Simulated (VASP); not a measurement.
Band structure of Hf (space group Im-3m). All values below come from r2SCAN+rVV10, VASP's PBE PAW potentials (set 64) (plane waves; VASP 6.6.1).

Unless said otherwise, spin-orbit coupling is left out, though it shifts the bands of the heavy elements here.

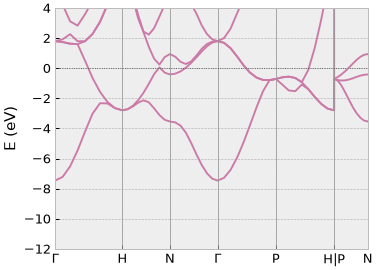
Figure. Bands along high-symmetry lines, zero at the valence-band maximum or, without a gap, the Fermi level

Task: Read the plot: is there a gap, and where are the band edges?

Result: It has no gap at this level: it comes out as a metal or semimetal.

The structure comes from a measured Hf entry (Im-3m) of the Crystallography Open Database, whose conditions weren't checked. It was relaxed first, which changed the volume by -7 %.
